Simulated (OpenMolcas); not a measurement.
RuF6 (charge −3): single-point calculation (part 1 of 2)

RuF6, charge −3, multiplicity 4, computed with CASPT2/ANO-RCC-VDZ, DKH2 (OpenMolcas 26.06).

The geometry is that of the parent species in another charge or spin state. The geometry comes from this level: GFN2-xTB.

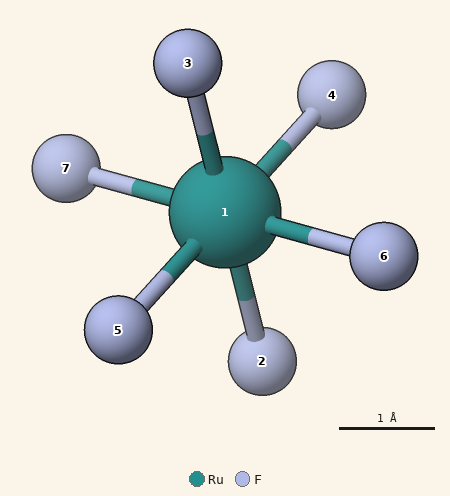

**Figure 1.** The input geometry (ball-and-stick view, seen at an oblique angle; atoms are numbered from 1 in the order of the input). Sticks mark near contacts. Bond lengths as drawn: F–Ru 2.07 Å.

### Input file
```
>>> EXPORT MOLCAS_PRINT=2
&GATEWAY
BasisSet
Ru.ANO-RCC-VDZ....
Ru1 0.000410 0.000420 -0.000680 angstrom
End of Basis
BasisSet
F.ANO-RCC-VDZ....
F2 -0.019980 -0.009960 2.069550 angstrom
F3 0.019530 0.010810 -2.069680 angstrom
F4 2.070710 0.004780 0.019470 angstrom
F5 -2.067750 -0.006870 -0.018300 angstrom
F6 -0.007290 2.071220 0.009870 angstrom
F7 0.004370 -2.070410 -0.010230 angstrom
End of Basis
RICD
&SEWARD
Relativistic = R02E00
&RASSCF
FileOrb = $CurrDir/step2.RasOrb
Spin = 4
Nactel = 11 0 0
Inactive = 45
Ras2 = 8
OrbListing = Nothing
OrbAppear = Compact
&CASPT2
IPEA = 0
Imaginary = 0.3
```

Hardware: 1 thread of Arm Neoverse V2, 24 GiB of memory available, shared host.

Launch command:
```bash
export MOLCAS_MEM=1860
pymolcas step7.input > step7.log
```

### What the program printed
```
--- Start Module: gateway ---

                                              &GATEWAY

                       available to each process: 1.9 GB of memory, 1 thread

++    Symmetry information:
      ---------------------

                    Character Table for C1

                             E
                    a        1  x, y, xy, Rz, z, xz, Ry, yz, Rx, I
--

++    Basis set information:
      ----------------------

      Basis set label: RU.ANO-RCC...6S5P3D.

      Electronic valence basis set:
      ------------------
      Associated Effective Charge  44.000000 au
      Associated Actual Charge     44.000000 au
      Nuclear Model: Point charge

      Shell  nPrim  nBasis  Cartesian Spherical Contaminant
         s      21       6        X
         p      18       5        X
         d      13       3                 X

      Basis set label: F.ANO-RCC...3S2P.

      Electronic valence basis set:
      ------------------
      Associated Effective Charge   9.000000 au
      Associated Actual Charge      9.000000 au
      Nuclear Model: Point charge

      Shell  nPrim  nBasis  Cartesian Spherical Contaminant
         s      14       3        X
         p       9       2        X
--

++    Molecular structure info:
      -------------------------

                    ************************************************
                    **** Cartesian Coordinates / bohr, angstrom ****
                    ************************************************

     Center  Label                x              y              z                     x              y              z
        1      RU1              0.000775       0.000794      -0.001285              0.000410       0.000420      -0.000680
        2      F2              -0.037757      -0.018822       3.910883             -0.019980      -0.009960       2.069550
        3      F3               0.036906       0.020428      -3.911128              0.019530       0.010810      -2.069680
        4      F4               3.913075       0.009033       0.036793              2.070710       0.004780       0.019470
        5      F5              -3.907481      -0.012982      -0.034582             -2.067750      -0.006870      -0.018300
        6      F6              -0.013776       3.914039       0.018652             -0.007290       2.071220       0.009870
        7      F7               0.008258      -3.912508      -0.019332              0.004370      -2.070410      -0.010230

                    ***************************************
                    *    InterNuclear Distances / bohr    *
                    ***************************************

               1 RU1           2 F2            3 F3            4 F4            5 F5            6 F6
    1 RU1      0.000000
    2 F2       3.912407        0.000000
    3 F3       3.910060        7.822466        0.000000
    4 F4       3.912494        5.533391        5.532711        0.000000
    5 F5       3.908422        5.526436        5.530544        7.820913        0.000000
    6 F6       3.913323        5.533302        5.532264        5.538010        5.530395        0.000000
    7 F7       3.913350        5.532585        5.533072        5.534368        5.526260        7.826670

               7 F7
    7 F7       0.000000

                    *******************************************
                    *    InterNuclear Distances / angstrom    *
                    *******************************************

               1 RU1           2 F2            3 F3            4 F4            5 F5            6 F6
    1 RU1      0.000000
    2 F2       2.070356        0.000000
    3 F3       2.069114        4.139471        0.000000
    4 F4       2.070403        2.928144        2.927785        0.000000
    5 F5       2.068248        2.924464        2.926638        4.138649        0.000000
    6 F6       2.070841        2.928097        2.927548        2.930589        2.926559        0.000000
    7 F7       2.070856        2.927718        2.927976        2.928661        2.924371        4.141695

               7 F7
    7 F7       0.000000
--

            Nuclear Potential Energy            814.18008669 au

--- Stop Module: gateway /rc=_RC_ALL_IS_WELL_ ---
--- Module gateway spent 2 seconds ---

--- Start Module: seward ---

                                              &SEWARD

                       available to each process: 1.9 GB of memory, 1 thread

               SEWARD will generate:
                  Multipole Moment integrals up to order  2
                  Kinetic Energy integrals
                  Nuclear Attraction integrals (point charge)
                  One-Electron Hamiltonian integrals
                  Velocity integrals
                  Relativistic Douglas-Kroll-Hess integrals:
                    - Parametrization         : EXP
                    - DKH order of Hamiltonian: 2
                    - DKH order of Properties : 0
                         - multipole moment operators
                         - electric potential operators
                         - contact operators
                  Orbital angular momentum around (  0.0003   0.0003  -0.0005 )
                  Velocity quadrupole around (  0.0003   0.0003  -0.0005 )
                  Atomic mean-field integrals
                  RI decomposed two-electron repulsion integrals stored Cholesky style
                   - acCD auxiliary basis
                   - CD Threshold:   1.00E-04

                   Integrals are discarded if absolute value <: 1.00E-14
                   Integral cutoff threshold is set to       <: 1.00E-16

            Nuclear Potential Energy            814.18008669 au

      Basis set specifications :
      Symmetry species         a
      Basis functions           90

--- Stop Module: seward /rc=_RC_ALL_IS_WELL_ ---
--- Module seward spent 2 seconds ---

--- Start Module: rasscf ---

                                              &RASSCF

                       available to each process: 1.9 GB of memory, 1 thread

      Header of the ONEINT file:
      --------------------------

      OrdInt status: non-squared

      Cartesian coordinates in angstrom:
      -----------------------------------------------------
      No.  Label        X            Y            Z
      -----------------------------------------------------
       1   RU1        0.00041000   0.00042000  -0.00068000
       2   F2        -0.01998000  -0.00996000   2.06955000
       3   F3         0.01953000   0.01081000  -2.06968000
       4   F4         2.07071000   0.00478000   0.01947000
       5   F5        -2.06775000  -0.00687000  -0.01830000
       6   F6        -0.00729000   2.07122000   0.00987000
       7   F7         0.00437000  -2.07041000  -0.01023000
      -----------------------------------------------------
      Nuclear repulsion energy =  814.18008669

++    Wave function specifications:
      -----------------------------

      Number of closed shell electrons          90
      Number of electrons in active shells      11
      Max number of holes in RAS1 space          0
      Max nr of electrons in RAS3 space          0
      Number of inactive orbitals               45
      Number of active orbitals                  8
      Number of secondary orbitals              37
      Spin quantum number                      1.5
      State symmetry                             1
--

++    Orbital specifications:
      -----------------------

      Symmetry species                           1
                                                 a
      Frozen orbitals                            0
      Inactive orbitals                         45
      Active orbitals                            8
      RAS1 orbitals                              0
      RAS2 orbitals                              8
      RAS3 orbitals                              0
      Secondary orbitals                        37
      Deleted orbitals                           0
      Number of basis functions                 90
--

++    CI expansion specifications:
      ----------------------------

      Number of CSFs                           504
      Number of determinants                   560
      Number of root(s) required                 1
      Root chosen for geometry opt.              1
      CI root used                               1

      highest root included in the CI            1
      max. size of the explicit Hamiltonian    200
--

++    Optimization specifications:
      ----------------------------

      RASSCF algorithm: LK RI/DF
      Maximum number of macro iterations       200
      Maximum number of SX iterations          100
      Threshold for RASSCF energy            1.000E-08
      Threshold for max MO rotation          1.000E-01
      Threshold for max BLB element          1.000E-04
      Level shift parameter                  5.000E-01
      Make Quasi-Newton update
--

      The MO-coefficients are taken from the file:
      step2.RasOrb
      Title: RASSCF average (pseudo-natural) orbitals

      Total molecular charge   -3.00

      ************************************************************************************************************************
      *                                            Wave function control section                                             *
      ************************************************************************************************************************

                                         RASSCF iterations: Energy and convergence statistics
                                         ----------------------------------------------------

          iter iter root      energy       change     param      element    value   shift minimum  type update hh:mm:ss
 Nr of preliminary CI iterations:   3
      Total energies have been shifted. Add                -5000.00 au
        1   1   16    1  -124.54333454    0.00E+00   7.02E-02   49  77 1  1.56E-02*  0.32   0.00    SX    NO    0:00:00
        2   1   15    1  -124.54480585   -1.47E-03* -2.63E-02   41  65 1  8.16E-03*  0.33   0.00    SX    NO    0:00:00
        3   3   15    1  -124.54506815   -2.62E-04*  3.09E-02   32  59 1 -2.87E-03*  0.32   0.00    SX    NO    0:00:00
        4   3   14    1  -124.54514331   -7.52E-05* -2.13E-02   41  65 1  1.98E-03*  0.32   0.00    SX    NO    0:00:00
        5   3   13    1  -124.54516593   -2.26E-05* -5.16E-02   32  59 1 -7.34E-04*  0.32   2.03    QN   YES    0:00:00
        6   3   12    1  -124.54518892   -2.30E-05*  2.12E-02   32  59 1  4.37E-04*  0.32   1.20    QN   YES    0:00:00
        7   3   12    1  -124.54519344   -4.52E-06*  2.06E-02   41  65 1 -5.46E-04*  0.32   1.75    QN   YES    0:00:00
        8   3   12    1  -124.54519640   -2.96E-06*  6.34E-03   41  65 1 -3.37E-04*  0.32   1.32    QN   YES    0:00:00
        9   3   11    1  -124.54519721   -8.11E-07* -7.50E-03   30  58 1  1.04E-04*  0.32   1.32    QN   YES    0:00:00
       10   3   11    1  -124.54519753   -3.22E-07* -1.09E-02   41  65 1  5.48E-05   0.32   2.50    LS   YES    0:00:00
       11   3   11    1  -124.54519768   -1.54E-07*  1.37E-02   41  65 1  2.63E-04*  0.32   0.90    QN   YES    0:00:00
       12   3   12    1  -124.54519834   -6.56E-07*  1.96E-02   41  65 1  2.81E-04*  0.32   2.50    LS   YES    0:00:00
       13   3   12    1  -124.54519942   -1.08E-06*  2.74E-02   41  65 1  3.07E-04*  0.32   2.50    LS   YES    0:00:00
       14   3   13    1  -124.54520126   -1.84E-06* -7.59E-02   30  58 1 -3.55E-04*  0.32   2.50    QN   YES    0:00:00
       15   3   12    1  -124.54519689    4.37E-06* -6.66E-02   26  87 1 -4.08E-04*  0.32  -0.50    LS   YES    0:00:00
       16   3   13    1  -124.54520053   -3.64E-06* -8.01E-02   30  58 1 -3.25E-04*  0.32   2.50    LS   YES    0:00:00
       17   4   14    1  -124.54520888   -8.35E-06* -1.15E-01*  41  65 1  6.36E-04*  0.32   2.50    QN   YES    0:00:00
       18   3   12    1  -124.54519807    1.08E-05* -9.30E-02   26  87 1  4.28E-04*  0.32  -0.50    LS   YES    0:00:00
       19   3   14    1  -124.54520610   -8.03E-06* -1.04E-01*  41  65 1  5.73E-04*  0.32   2.50    LS   YES    0:00:00
       20   4   15    1  -124.54522267   -1.66E-05* -1.34E-01*  41  65 1  8.40E-04*  0.32   2.50    QN   YES    0:00:00
       21   4   14    1  -124.54520168    2.10E-05* -1.05E-01*  26  87 1 -7.76E-04*  0.32  -0.50    LS   YES    0:00:00
       22   3   14    1  -124.54521670   -1.50E-05* -1.13E-01*  30  58 1 -7.19E-04*  0.32   2.50    LS   YES    0:00:00
       23   4   15    1  -124.54524434   -2.76E-05* -1.46E-01*  41  65 1  1.26E-03*  0.32   2.50    QN   YES    0:00:00
       24   4   14    1  -124.54520825    3.61E-05*  2.79E-01*  26  87 1  1.28E-03*  0.32  -0.50    QN   YES    0:00:00
       25   4   16    1  -124.54523186   -2.36E-05*  2.12E-01*  26  87 1 -5.22E-03*  0.32   0.68    QN   YES    0:00:00
       26   4   15    1  -124.54520978    2.21E-05*  1.43E-01*  26  87 1 -2.06E-03*  0.32  -0.50    LS   YES    0:00:00
       27   4   15    1  -124.54522118   -1.14E-05*  1.39E-01*  26  87 1 -4.10E-03*  0.32   2.50    LS   YES    0:00:00
       28   4   16    1  -124.54524775   -2.66E-05* -1.51E-01*  26  87 1 -5.82E-03*  0.32   2.50    QN   YES    0:00:00
       29   4   15    1  -124.54523512    1.26E-05*  3.48E-02   26  87 1 -3.14E-03*  0.32  -0.50    SX   YES    0:00:00
       30   4   15    1  -124.54528973   -5.46E-05*  2.27E-02   30  58 1 -1.02E-03*  0.32   1.69    LS   YES    0:00:00
       31   3   15    1  -124.54530856   -1.88E-05* -5.54E-02   40  66 1  1.17E-03*  0.32   1.52    SX   YES    0:00:00
       32   4   15    1  -124.54535773   -4.92E-05* -6.83E-02   23  52 1  5.49E-04*  0.32   2.50    LS   YES    0:00:00
       33   4   16    1  -124.54542248   -6.47E-05* -8.08E-02   26  87 1 -1.70E-03*  0.32   2.50    LS   YES    0:00:00
       34   4   16    1  -124.54550830   -8.58E-05* -3.51E-01*  26  87 1 -3.39E-03*  0.32   2.50    QN   YES    0:00:00
       35   4   15    1  -124.54492575    5.83E-04* -1.86E-01*  40  66 1  1.06E-02*  0.33  -0.50    LS   YES    0:00:00
       36   3   16    1  -124.54529471   -3.69E-04* -1.59E-01*  40  66 1  2.91E-03*  0.32   2.50    LS   YES    0:00:00
       37   4   16    1  -124.54549168   -1.97E-04* -9.38E-02   26  87 1 -2.96E-03*  0.32   1.96    QN   YES    0:00:00
       38   3   15    1  -124.54536466    1.27E-04* -7.72E-02   26  87 1 -3.16E-03*  0.32  -0.50    LS   YES    0:00:00
       39   4   16    1  -124.54546692   -1.02E-04* -8.73E-02   26  87 1 -2.79E-03*  0.32   2.50    LS   YES    0:00:00
       40   4   17    1  -124.54560826   -1.41E-04* -1.26E-01*  26  87 1 -2.33E-03*  0.32   2.50    QN   YES    0:00:00
       41   4   17    1  -124.54538814    2.20E-04* -9.54E-02   40  66 1  3.54E-03*  0.32  -0.50    LS   YES    0:00:00
       42   4   17    1  -124.54557405   -1.86E-04* -1.26E-01*  26  87 1 -1.15E-03*  0.32   1.96    QN   YES    0:00:00
       43   4   17    1  -124.54587950   -3.05E-04* -1.14E-01*  26  87 1 -4.84E-03*  0.32   2.50    LS   YES    0:00:00
       44   4   17    1  -124.54614483   -2.65E-04* -2.31E-01*  26  87 1 -8.12E-03*  0.32   1.84    QN   YES    0:00:00
       45   4   17    1  -124.54639181   -2.47E-04* -4.91E-02   26  87 1 -1.34E-02*  0.32   0.78    QN   YES    0:00:00
       46   3   17    1  -124.54674893   -3.57E-04* -6.19E-02   40  66 1 -8.09E-03*  0.32   2.50    LS   YES    0:00:00
       47   3   17    1  -124.54696752   -2.19E-04* -1.35E-01*  47  58 1 -3.16E-03*  0.32   1.29    QN   YES    0:00:00
       48   4   17    1  -124.54728643   -3.19E-04* -1.58E-01*  47  58 1 -1.79E-03*  0.32   1.95    QN   YES    0:00:00
       49   4   17    1  -124.54750302   -2.17E-04*  3.51E-02   26  87 1  2.59E-03*  0.32   1.18    QN   YES    0:00:00
       50   3   16    1  -124.54755393   -5.09E-05*  3.95E-02   26  87 1  1.53E-03*  0.32   1.45    QN   YES    0:00:00
       51   4   16    1  -124.54759294   -3.90E-05*  9.28E-02   23  52 1 -7.68E-04*  0.32   1.51    QN   YES    0:00:00
       52   5   17    1  -124.54768392   -9.10E-05*  2.82E-01*  26  87 1 -2.32E-03*  0.32   2.50    QN   YES    0:00:00
       53   5   19    1  -124.54765338    3.05E-05*  9.99E-02   26  87 1 -1.22E-02*  0.32   0.52    SX   YES    0:00:00
       54   5   19    1  -124.54873498   -1.08E-03*  2.92E-01*  21  52 1 -3.81E-03*  0.32   2.50    QN   YES    0:00:00
       55   4   20    1  -124.55024281   -1.51E-03*  2.80E-01*  40  66 1  3.89E-03*  0.32   1.90    QN   YES    0:00:00
       56   4   19    1  -124.55108489   -8.42E-04*  8.48E-02   40  66 1  6.62E-03*  0.32   1.35    QN   YES    0:00:00
       57   4   18    1  -124.55134347   -2.59E-04*  6.72E-02   40  66 1  4.63E-03*  0.32   1.52    QN   YES    0:00:00
       58   4   17    1  -124.55146780   -1.24E-04* -3.70E-02   40  66 1  2.65E-03*  0.32   1.46    QN   YES    0:00:00
       59   4   16    1  -124.55152120   -5.34E-05* -1.64E-02   21  53 1  8.90E-04*  0.32   1.16    QN   YES    0:00:00
       60   4   16    1  -124.55153928   -1.81E-05* -1.76E-02   40  66 1 -5.96E-04*  0.32   1.36    QN   YES    0:00:00
       61   5   16    1  -124.55155700   -1.77E-05* -5.33E-02   40  66 1 -7.36E-04*  0.32   2.02    QN   YES    0:00:00
       62   6   17    1  -124.55161691   -5.99E-05* -2.44E-01*  21  53 1 -2.03E-03*  0.32   2.50    QN   YES    0:00:00
       63   6   22    1  -124.55172819   -1.11E-04* -1.54E-01*  47  58 1 -8.63E-03*  0.31   0.90    QN   YES    0:00:00
       64   5   30    1  -124.55187704   -1.49E-04* -1.60E-01*  47  58 1 -1.24E-02*  0.31   1.09    QN   YES    0:00:00
       65   5   22    1  -124.55188469   -7.66E-06*  1.13E-01*  47  58 1 -1.51E-02*  0.31   0.54    SX   YES    0:00:00
       66   5   38    1  -124.55441761   -2.53E-03*  1.70E-01*  47  58 1 -8.68E-03*  0.31   2.50    QN   YES    0:00:00
       67   4   27    1  -124.55750426   -3.09E-03*  1.03E-01*  53  81 1  5.37E-03*  0.30   2.05    LS   YES    0:00:00
```
